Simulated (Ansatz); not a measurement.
# Grüneisen parameters and expansion of CdSe (F-43m), part 2 of 3

Wanted: mode Grüneisen parameters of CdSe and a free-energy fit over volumes. The starting cell is a computed one from a database.

Ansatz 0.2.0; DFT LDA, scalar-relativistic, plane waves, PAW.

So far. Step 2 (Probe on a coarse mesh): The start is under -3.2 GPa at this level and looks like an insulator or semiconductor on this mesh. Step 4 (Relaxing to small residual forces and stress): The residual pressure is -0.0056 GPa, small enough for phonons.

## (5) Phonons, V/V0 1

Phonons at this volume give one point of F(V, T); meshes stay fixed along the series.

Contents of input.yaml:

```yaml
crystal:
  lattice:
    - [0.0, 3.0039002144, 3.0039002144]
    - [3.0039002144, 0.0, 3.0039002144]
    - [3.0039002144, 3.0039002144, 0.0]
  atoms:
    - { symbol: Cd, position: [0.0, 0.0, 0.0] }
    - { symbol: Se, position: [0.75, 0.75, 0.75] }
kpoints:
  mp_grid: { grid: [12, 12, 12] }
hamiltonian:
  xc: lda
scf:
  occupations: { method: fixed }
output:
  eigenvalues: true
phonons:
  method: dfpt
  dielectric: true
  rigid_motions: translations
  qmesh: [4, 4, 4]
  temperatures: { t_max: 1000, t_step: 50 }
  qpath:
    path:
      - [[0.0, 0.0, 0.0], [-0.5, -0.5, 0.0], [-0.375, -0.375, 0.25]]
      - [[-0.375, 0.0, 0.375], [0.0, 0.0, 0.0], [0.0, 0.0, 0.5], [-0.5, -0.25, 0.25], [-0.5, -0.5, 0.0]]
    npoints: 10
```

Launch:

```bash
ansatz run input.yaml --threads 4 --pin off --max-ram 8192MiB --backend cpu --events-out ev --progress --plain --runs-dir out
```

Numbers of over 12 decimals in the logs are rounded to 6 here.

Log:

```text
Warning: phonons: the dynamical matrix that this run interpolates holds no multipole term above the dipole-dipole one, and a site of this crystal is no centre of inversion, so its interpolated transverse optical and acoustic branches and sound speeds can stay off near Gamma, and the density of states and the thermodynamics with them. What a run solves at a wave vector of phonons.qpoints, Gamma apart, where the deck admits one, is free of this, and under fd what a larger phonons.supercell samples
[...]
Crystal: 2 atoms, lattice volume = 54.211 Å³
Basis set: ecut = 420 eV, 1067 PW (Γ), exchange–correlation on 60×60×60 points (8 copies of the dense FFT grid, shifted against one another)
Bands: 22, of which v1, the nominal top of the filled ones, is band 18 counted from 1 (17 counted from 0)
Symmetry: 24 space group operations
k-points: 280 of 1728 (irreducible under 4 space group operations, time reversal used)
[...]
SCF iter   1: F=—  HF=-13502.244570 eV  |F-HF|=—  |Δ(HF+E_count)|=         —  Δρ=7.24e-3  dr2=2.17e-2  ethr=1.77e-3  ⟨swp⟩=4.9  Hψ=22916  notcnv=0  defer=551
[...]
SCF iter   8: F=-13502.237874 eV  HF=-13502.237874 eV  |F-HF|=7.28e-12  |Δ(HF+E_count)|=  1.09e-11  Δρ=7.55e-8  dr2=1.83e-12  ethr=1.00e-12  ⟨swp⟩=5.3  Hψ=26462  notcnv=0
SCF 1 converged in 8 iterations: F = -13502.237874 eV  dr2 = 1.83e-12
[...]
NSCF: frozen V_eff on 1 k-points
DFPT response loops at Γ: preconditioner auto → none (the input reference at scf.mixing.eps_inf says where Resta's filter doesn't serve); β = 0.50; Broyden in place of MSR1
── the response to a field inside a basis, on 14×14×14 k-points: an SCF that follows is theirs, and a resumed run solves both again ──
Bands: 19, of which v1, the nominal top of the filled ones, is band 18 counted from 1 (17 counted from 0)
k-points: 280
[...]
Eigensolver: Dense (280 Hₖ)
SCF iter   1: F=—  HF=-13502.234897 eV  |F-HF|=—  |Δ(HF+E_count)|=         —  Δρ=1.74e-4  dr2=2.81e-6  ethr=1.00e-1
[...]
SCF iter   4: F=-13502.234895 eV  HF=-13502.234895 eV  |F-HF|=3.93e-9  |Δ(HF+E_count)|=   3.30e-8  Δρ=5.34e-6  dr2=7.37e-9  ethr=3.08e-10
SCF 1 converged in 4 iterations: F = -13502.234895 eV  dr2 = 7.37e-9
[...]
WARN: field response: ε∞ stands inside a basis, on 14×14×14 points; the force constants stand on the 12×12×12 k-mesh, whose period is 9.64 times the interband length at k = (0.0000, 0.0000, 0.0000), direct gap 0.405 eV, under 14: take them and everything formed from them as unconverged, and compare with a denser kpoints.mp_grid
[...]
SCF converged after 8 iterations
Free energy (F): -13502.237874 eV
[...]
Internal energy: -13502.237874 eV  (E = F + TS)
E sigma→0 (E₀):  -13502.237874 eV
Fermi energy:    7.701905 eV
[...]
--- Band table (eV; the first three rows and the last of 280) ---
  k-point 0: bands = [... 14 lower, 0.0573, 7.7019, 7.7019, 7.7019, 8.1068, 13.5125, 13.5125, 13.5125]
  k-point 1: bands = [... 14 lower, 0.0566, 6.8914, 7.6379, 7.6379, 8.8133, 13.3767, 13.6151, 13.6151]
  k-point 2: bands = [... 14 lower, 0.0560, 5.8680, 7.4720, 7.4720, 9.4881, 13.2659, 13.8539, 13.8539]
  k-point 279: bands = [... 14 lower, 0.5880, 3.4520, 5.2805, 5.2939, 12.7600, 12.7627, 14.0547, 15.1249]
--- Phonons (Γ-DFPT): 2 representative perturbations + reference, on 280 of 1728 k-points (Σ response iterations 7) ---
  k mesh reduced under 4 symmetry operations, with k and −k counted as one. Each operation leaves every solved perturbation unchanged. A smaller set is not considered because the run solves the response to a homogeneous field
  ASR residual: 3.910e-5 → 0.000e0 eV/Å²; symmetrization residual: 3.608e-6 eV/Å²
  ASR residual per site (eV/Å²): 1.06e-5 3.91e-5
  Γ frequencies (cm⁻¹): 0.00 0.00 0.00 174.99 174.99 174.99
  ε∞ (high-frequency dielectric tensor):
        8.637024    -0.000000     0.000000
       -0.000000     8.637024     0.000000
        0.000000     0.000000     8.637024
  ε⁰ (static dielectric tensor: ions relaxed, cell fixed):
       11.758578    -0.000000    -0.000000
       -0.000000    11.758578     0.000000
       -0.000000     0.000000    11.758578
  ε⁰ − ε∞ (ionic part):
        3.121554     0.000000    -0.000000
        0.000000     3.121554     0.000000
       -0.000000     0.000000     3.121554
  softest optical mode at Γ: 174.99 cm⁻¹; the repairs (sum rule, projections) moved no ω² at Γ by more than (0.46 cm⁻¹)²
  Born effective charges Z* (e; rows j = field, columns β = displacement):
    site 0:
         2.21012   -0.00000    0.00000
         0.00000    2.21012   -0.00000
        -0.00000    0.00000    2.21012
    site 1:
        -2.21012    0.00000   -0.00000
        -0.00000   -2.21012    0.00000
         0.00000   -0.00000   -2.21012
  Z* charge neutrality: 3.144e-4 e pre-enforcement
  solved inside a basis spanned on kpoints, on 14×14×14 k-points transformed towards the longest dipole: ε∞ is read to err by 2.4e-2, Z* by 2.1e-2 e (field_mesh: kpoints solves on kpoints); Z* is corrected for what the basis lacks
  optical modes at Γ without the LO–TO term, one row a degenerate level:
      ω (cm⁻¹)  modes    IR ((D/Å)²/amu)
        174.99      3             7.2884
  optical modes at Γ + LO–TO along q̂ = [1.0000, 0.0000, 0.0000]:
      ω (cm⁻¹)  modes    IR ((D/Å)²/amu)
        174.99      2             4.8589
        204.17      1             2.4295
  optical modes at Γ + LO–TO along q̂ = [0.0000, 1.0000, 0.0000]:
      ω (cm⁻¹)  modes    IR ((D/Å)²/amu)
        174.99      2             4.8589
        204.17      1             2.4295
  optical modes at Γ + LO–TO along q̂ = [0.0000, 0.0000, 1.0000]:
      ω (cm⁻¹)  modes    IR ((D/Å)²/amu)
        174.99      2             4.8589
        204.17      1             2.4295
--- Phonons (arbitrary-q DFPT): 8 irreducible q on the 4×4×4 mesh ---
  q = [0.0000, 0.0000, 0.0000] (star 1, of the zone-centre solve; hermiticity 1.38e-6, symmetrization 8.23e-13): 0.00 0.00 0.00 174.99 174.99 174.99
  q = [0.0000, 0.0000, 0.2500] (star 8, 2 solved perturbations on 936 of 1728 k-point pairs; hermiticity 3.08e-7, symmetrization 1.42e-12): 28.08 28.08 86.50 178.81 178.81 200.67
[...]
q = [0.0000, 0.2500, 0.2500] (star 6, 4 solved perturbations in 1608 linear systems a pass and spin channel, the states on 510 of 1728 k-point pairs; hermiticity 8.12e-7, symmetrization 7.34e-13): 38.85 38.85 90.69 183.15 183.15 198.89
[...]
sum rule: each row above includes the acoustic sum rule's correction from the zone centre's row sums; it moved no ω² by more than (0.37 cm⁻¹)²
  mesh force constants: q→R imaginary residual 5.99e-18; ASR residual 3.910e-5 → 0.000e0 eV/Å²; symmetrization residual 3.553e-15 eV/Å²
  interpolated dispersion: 63 rows × 6 modes
  density of states and harmonic sums: on the 20×20×20 q-mesh, interpolated from the force constants of a 4×4×4 supercell (with the dipole–dipole term)
  largest difference from the sums on the solved wave vectors: F 1.19e-2 eV, S 1.59e-5 and C_V 4.00e-6 eV/K
  zero-point energy: 0.047380 eV/cell   skipped modes (ω ≤ 0): 3   left out of the sums: 6.25e-5 of the cell's modes: C_V's classical limit lies that fraction below 3 k_B per atom; for a crystal, a wire or a layer, F and S can be off by more, and a phonons.interpolated_qmesh denser along its periods is the remedy for the sampling
```

Elapsed: 7.3 min, on 4 threads of Arm Neoverse V2, shared host; peak memory 4.2 GiB.

This step gave:

- Γ frequencies: 0, 0, 0, 175.0, 175.0, 175.0 cm⁻¹ (negative: imaginary)
- lowest frequency on the path: 0 cm⁻¹
- zero-point energy: 0.04738 eV/cell
- point group: -43m
- highest frequency: 204.2 cm⁻¹
- Debye temperature from the second moment: 266 K

LO-TO term included. The phonon branches at the labelled points (cm⁻¹):

| point | branch 1 | branch 2 | branch 3 | branch 4 | branch 5 | branch 6 |
| --- | --- | --- | --- | --- | --- | --- |
| Γ | 0 | 0 | 0 | 175 | 175 | 204 |
| X | 42 | 42 | 144 | 179 | 191 | 191 |
| U | 42 | 56 | 134 | 175 | 188 | 200 |
| jump to K | 42 | 56 | 134 | 175 | 188 | 200 |
| Γ | 0 | 0 | 0 | 175 | 175 | 204 |
| L | 34 | 34 | 126 | 182 | 182 | 192 |
| W | 51 | 60 | 133 | 170 | 192 | 200 |
| X | 42 | 42 | 144 | 179 | 191 | 191 |

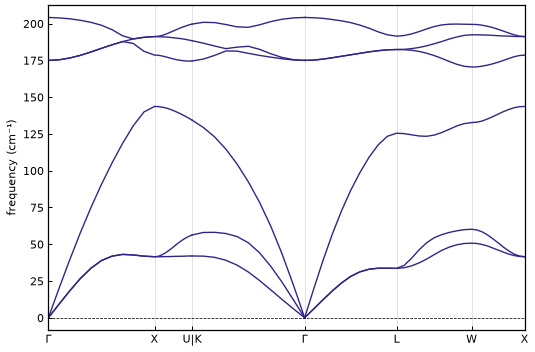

Phonon branches along the path.

The phonon density of states has structure finer than the step of the table below, so its rows give means over 10 cm⁻¹, whole bins alone (the curve runs from 1 to 205 cm⁻¹). Peaks (cm⁻¹: height): 43.0: 0.131, 57.0: 0.0850, 123.0: 0.0503, 183.0: 0.189, 197.0: 0.165.

Tetrahedra on 20 20 20, mean over bins of 2 cm⁻¹. Table of phonon density of states by wavenumber; means over each step:

| wavenumber (cm⁻¹) | phonon density of states (1/cm⁻¹/cell) |
| --- | --- |
| 10 | 0.00130 |
| 20 | 0.00563 |
| 30 | 0.0211 |
| 40 | 0.0826 |
| 50 | 0.0634 |
| 60 | 0.0296 |
| 70 | 0.00250 |
| 80 | 0.00381 |
| 90 | 0.00576 |
| 100 | 0.00876 |
| 110 | 0.0141 |
| 120 | 0.0310 |
| 130 | 0.0247 |
| 140 | 0.00571 |
| 150 | 0 |
| 160 | 0 |
| 170 | 0.0112 |
| 180 | 0.131 |
| 190 | 0.0741 |
| 200 | 0.0838 |

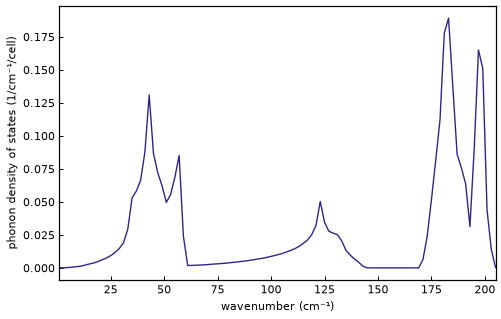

Phonon density of states against wavenumber.

Harmonic. Thermo, by row:

| T (K) | F_vib (meV/atom) | S (J/mol-atom/K) | C_V (J/mol-atom/K) |
| --- | --- | --- | --- |
| 0 | 23.69 | 0 | 0 |
| 50 | 22.02 | 8.285 | 10.78 |
| 100 | 15.03 | 18.43 | 18.39 |
| 150 | 3.29 | 26.57 | 21.53 |
| 200 | -12.21 | 32.98 | 22.91 |
| 250 | -30.69 | 38.17 | 23.6 |
| 300 | -51.62 | 42.51 | 24 |
| 350 | -74.64 | 46.23 | 24.24 |
| 400 | -99.46 | 49.48 | 24.4 |
| 450 | -125.9 | 52.36 | 24.51 |
| 500 | -153.7 | 54.95 | 24.59 |
| 550 | -182.8 | 57.3 | 24.65 |
| 600 | -213 | 59.44 | 24.7 |
| 650 | -244.3 | 61.42 | 24.73 |
| 700 | -276.7 | 63.26 | 24.76 |
| 750 | -309.9 | 64.96 | 24.79 |
| 800 | -344 | 66.56 | 24.8 |
| 850 | -378.9 | 68.07 | 24.82 |
| 900 | -414.5 | 69.49 | 24.83 |
| 950 | -450.9 | 70.83 | 24.84 |
| 1000 | -487.9 | 72.11 | 24.85 |

The modes has structure finer than the step of the table below, so its rows give means over 10 cm⁻¹, whole bins alone (the curve runs from -10 to 220 cm⁻¹). Peaks (cm⁻¹: height): Cd 43.5: 0.0701, 123.1: 0.0327, 182.5: 0.0525, 198.4: 0.0330; Se 42.1: 0.0316, 182.5: 0.115, 196.9: 0.0949.

Phonopy on the run's constants, 17x17x17 mesh, Gaussian sigma 2.0 cm⁻¹. Modes against wavenumber; means over each step; values in 1/cm⁻¹/cell:

| wavenumber (cm⁻¹) | Cd | Se |
| --- | --- | --- |
| 0 | 7.0e-5 | 4.9e-5 |
| 10 | 8.1e-4 | 5.5e-4 |
| 20 | 0.00362 | 0.00232 |
| 30 | 0.0143 | 0.00805 |
| 40 | 0.0537 | 0.0253 |
| 50 | 0.0466 | 0.0189 |
| 60 | 0.0214 | 0.00801 |
| 70 | 0.00162 | 9.6e-4 |
| 80 | 0.00255 | 0.00140 |
| 90 | 0.00384 | 0.00190 |
| 100 | 0.00617 | 0.00266 |
| 110 | 0.0105 | 0.00362 |
| 120 | 0.0241 | 0.00549 |
| 130 | 0.0225 | 0.00268 |
| 140 | 0.00610 | 2.7e-4 |
| 150 | 8.6e-5 | 6.5e-7 |
| 160 | 0 | 2.1e-6 |
| 170 | 0.00160 | 0.0125 |
| 180 | 0.0354 | 0.0881 |
| 190 | 0.0240 | 0.0594 |
| 200 | 0.0207 | 0.0572 |
| 210 | 3.3e-4 | 5.9e-4 |

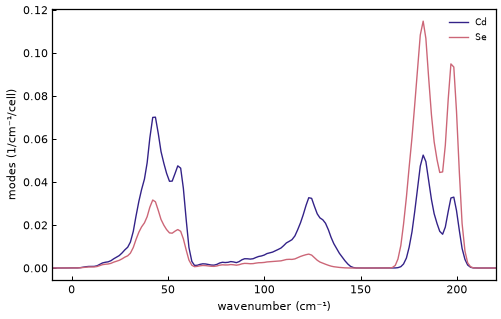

Modes, plotted against wavenumber.

Born charge (rows field, columns displacement) (e), principal values of the symmetric part by kind of site:

| atom | atoms with these values | low | middle | high | mean |
| --- | --- | --- | --- | --- | --- |
| Cd1 | 1 | 2.21 | 2.21 | 2.21 | 2.21 |
| Se2 | 1 | -2.21 | -2.21 | -2.21 | -2.21 |

In full for Se2:

```
-2.21  0.00  0.00
 0.00 -2.21  0.00
 0.00  0.00 -2.21
```

ε∞:

```
8.64 0.00 0.00
0.00 8.64 0.00
0.00 0.00 8.64
```

No LO-TO term. Modes at Γ, with each element's share of the kinetic energy:

| mode | frequency (cm⁻¹) | symmetry | Cd % | Se % |
| --- | --- | --- | --- | --- |
| 1 | 0.0 | T2 | 59 | 41 |
| 2 | 0.0 | T2 | 59 | 41 |
| 3 | 0.0 | T2 | 59 | 41 |
| 4 | 175.0 | T2 | 41 | 59 |
| 5 | 175.0 | T2 | 41 | 59 |
| 6 | 175.0 | T2 | 41 | 59 |

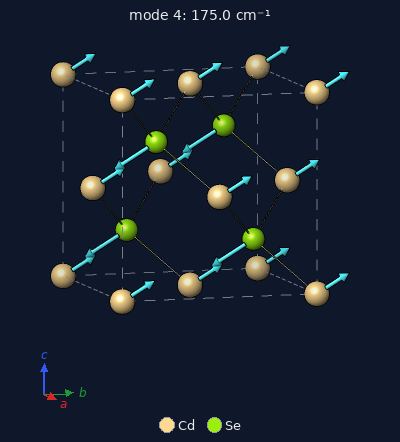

Displacement patterns of mode 4 at Γ; arrows are exaggerated. Bonds to atoms that aren't drawn are left out. Some periodic images of atoms are drawn too.

No mode is imaginary beyond numerical noise at the solved wavevectors.

## (6) A cell at another volume, V/V0 1.015

Symmetry fixes every atom, so a single point at the scaled cell gives the energy and pressure of this member.

The cell differs from the one that the last finished run ended in (a 4.248 → 4.269 Å, b 4.248 → 4.269 Å, c 4.248 → 4.269 Å).

input.yaml, the sections that differ from step 5:

```yaml
crystal:
  lattice:
    - [0.0, 3.0188452376, 3.0188452376]
    - [3.0188452376, 0.0, 3.0188452376]
    - [3.0188452376, 3.0188452376, 0.0]
  atoms:
    - { symbol: Cd, position: [0.0, 0.0, 0.0] }
    - { symbol: Se, position: [0.75, 0.75, 0.75] }
output:
  forces: true
  stress: true
  eigenvalues: true
# kpoints, hamiltonian, scf: as in step 5
# phonons: removed
```

Log:

```text
[...]
Crystal: 2 atoms, lattice volume = 55.024 Å³
Basis set: ecut = 420 eV, 1067 PW (Γ)
Bands: 22, of which v1, the nominal top of the filled ones, is band 18 counted from 1 (17 counted from 0)
Symmetry: 24 space group operations
[...]
k-points: 72 of 1728 (time reversal used)
[...]
SCF iter   1: F=—  HF=-13502.242610 eV  |F-HF|=—  |Δ(HF+E_count)|=         —  Δρ=7.23e-3  dr2=2.24e-2  ethr=1.77e-3  ⟨swp⟩=4.9  Hψ=5884  notcnv=0  defer=138
[...]
SCF iter   6: F=-13502.235703 eV  HF=-13502.235703 eV  |F-HF|=1.89e-9  |Δ(HF+E_count)|=   1.97e-8  Δρ=5.87e-6  dr2=1.33e-8  ethr=2.78e-10  ⟨swp⟩=6.1  Hψ=7274  notcnv=0
SCF 1 converged in 6 iterations: F = -13502.235703 eV  dr2 = 1.33e-8
[...]
SCF converged after 6 iterations
Free energy (F): -13502.235703 eV
[...]
Internal energy: -13502.235703 eV  (E = F + TS)
E sigma→0 (E₀):  -13502.235703 eV
Fermi energy:    7.478557 eV
[...]
--- Stress (GPa, compression-positive) ---
       -0.838219      -0.000000      -0.000000
       -0.000000      -0.838219       0.000000
       -0.000000       0.000000      -0.838219
  P = ⅓ Tr σ = -0.8382 GPa (-8.382 kbar)
--- Band table (eV; the first three rows and the last of 72) ---
  k-point 0: bands = [... 14 lower, -0.1260, 7.4786, 7.4786, 7.4786, 7.8538, 13.2900, 13.2900, 13.2900]
  k-point 1: bands = [... 14 lower, -0.1267, 6.6700, 7.4164, 7.4164, 8.5630, 13.1516, 13.3905, 13.3905]
  k-point 2: bands = [... 14 lower, -0.1272, 5.6632, 7.2553, 7.2553, 9.2359, 13.0330, 13.6248, 13.6248]
  k-point 71: bands = [... 14 lower, 0.3831, 3.3017, 5.1247, 5.1276, 12.4727, 12.5400, 13.8029, 14.9014]
```

Run time: 1.6 s. Hardware: 4 threads; peak memory 0.41 GiB.

This step gave:

* pressure: -0.8382 GPa
* gap on the k-mesh: 0.3753 eV
* volume per atom: 27.51 Å³/atom

At this level the gap is 0.38 eV on the k-mesh of the self-consistent run, which can miss the band edges.

## (7) Phonons, V/V0 1.015

Phonons at this volume give one point of F(V, T); meshes stay fixed along the series.

input.yaml, the sections that differ from step 6:

```yaml
output:
  eigenvalues: true
phonons:
  method: dfpt
  dielectric: true
  rigid_motions: translations
  qmesh: [4, 4, 4]
  temperatures: { t_max: 1000, t_step: 50 }
  qpath:
    path:
      - [[0.0, 0.0, 0.0], [-0.5, -0.5, 0.0], [-0.375, -0.375, 0.25]]
      - [[-0.375, 0.0, 0.375], [0.0, 0.0, 0.0], [0.0, 0.0, 0.5], [-0.5, -0.25, 0.25], [-0.5, -0.5, 0.0]]
    npoints: 10
# crystal, kpoints, hamiltonian, scf: as in step 6
```

Log:

```text
[...]
Crystal: 2 atoms, lattice volume = 55.024 Å³
Basis set: ecut = 420 eV, 1067 PW (Γ), exchange–correlation on 60×60×60 points (8 copies of the dense FFT grid, shifted against one another)
Bands: 22, of which v1, the nominal top of the filled ones, is band 18 counted from 1 (17 counted from 0)
Symmetry: 24 space group operations
[...]
optical modes at Γ + LO–TO along q̂ = [0.0000, 1.0000, 0.0000]:
      ω (cm⁻¹)  modes    IR ((D/Å)²/amu)
        170.36      2             4.9527
        199.95      1             2.4763
  optical modes at Γ + LO–TO along q̂ = [0.0000, 0.0000, 1.0000]:
      ω (cm⁻¹)  modes    IR ((D/Å)²/amu)
        170.36      2             4.9527
        199.95      1             2.4763
--- Phonons (arbitrary-q DFPT): 8 irreducible q on the 4×4×4 mesh ---
[...]
interpolated dispersion: 63 rows × 6 modes
[...]
[key lines of the parts left out:]
SCF converged after 8 iterations
Free energy (F): -13502.235703 eV
Fermi energy:    7.478528 eV
```

Elapsed: 7.2 min, on 4 threads; peak memory 4.2 GiB; 28 min of CPU time.

LO-TO term included. Phonon branches along the path, in cm⁻¹:

| point | branch 1 | branch 2 | branch 3 | branch 4 | branch 5 | branch 6 |
| --- | --- | --- | --- | --- | --- | --- |
| Γ | 0 | 0 | 0 | 170 | 170 | 200 |
| X | 44 | 44 | 141 | 175 | 186 | 186 |
| U | 44 | 57 | 132 | 171 | 183 | 194 |
| jump to K | 44 | 57 | 132 | 171 | 183 | 194 |
| Γ | 0 | 0 | 0 | 170 | 170 | 200 |
| L | 35 | 35 | 124 | 177 | 177 | 187 |
| W | 52 | 61 | 130 | 167 | 187 | 194 |
| X | 44 | 44 | 141 | 175 | 186 | 186 |

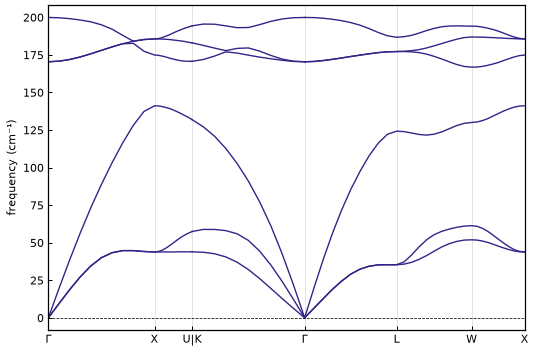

Phonon branches along the path.

No mode is imaginary beyond numerical noise at the solved wavevectors. The highest zone-centre mode (no LO–TO term) moved by -2.6 % for a volume change of +1.5 %.

## (8) Single point at a scaled cell, V/V0 0.985

Symmetry fixes every atom, so a single point at the scaled cell gives the energy and pressure of this member.

The cell differs from the one that the last finished run ended in (a 4.269 → 4.227 Å, b 4.269 → 4.227 Å, c 4.269 → 4.227 Å).

input.yaml, the sections that differ from step 7:

```yaml
crystal:
  lattice:
    - [0.0, 2.9888049837, 2.9888049837]
    - [2.9888049837, 0.0, 2.9888049837]
    - [2.9888049837, 2.9888049837, 0.0]
  atoms:
    - { symbol: Cd, position: [0.0, 0.0, 0.0] }
    - { symbol: Se, position: [0.75, 0.75, 0.75] }
output:
  forces: true
  stress: true
  eigenvalues: true
# kpoints, hamiltonian, scf: as in step 7
# phonons: removed
```

Log:

```text
[...]
Crystal: 2 atoms, lattice volume = 53.398 Å³
Basis set: ecut = 420 eV, 1037 PW (Γ)
Bands: 22, of which v1, the nominal top of the filled ones, is band 18 counted from 1 (17 counted from 0)
Symmetry: 24 space group operations
[...]
k-points: 72 of 1728 (time reversal used)
[...]
--- Band table (eV; the first three rows and the last of 72) ---
  k-point 0: bands = [... 14 lower, 0.2454, 7.9328, 7.9328, 7.9328, 8.3677, 13.7416, 13.7416, 13.7416]
  k-point 1: bands = [... 14 lower, 0.2447, 7.1200, 7.8669, 7.8669, 9.0715, 13.6085, 13.8464, 13.8464]
  k-point 2: bands = [... 14 lower, 0.2440, 6.0798, 7.6960, 7.6960, 9.7481, 13.5061, 14.0897, 14.0897]
  k-point 71: bands = [... 14 lower, 0.7987, 3.6073, 5.4412, 5.4658, 12.9923, 13.0554, 14.3137, 15.3553]
[key lines of the parts left out:]
SCF converged after 6 iterations
Free energy (F): -13502.235631 eV
Fermi energy:    7.932841 eV
P = ⅓ Tr σ = 0.9013 GPa (9.013 kbar)
```

The job ended after 1.5 s (4 threads; peak memory 0.4 GiB).

The run ends at a pressure of 0.90 GPa.

(Continued in part 3 of 3.)

[Logs are printed without paths, hosts, clocks, repeated set-up lines and the standing remarks that a program may print on its own settings, such as how far it seeks lower states.]

[Hosts, paths, dates, database ids (printed as entryN), source tags and the programs' standing remarks are cut or masked in the printed files.]

[A step with changed settings may run another functional than the one named; its input shows which.]

[Of the runs on displaced cells, only some may be shown.]
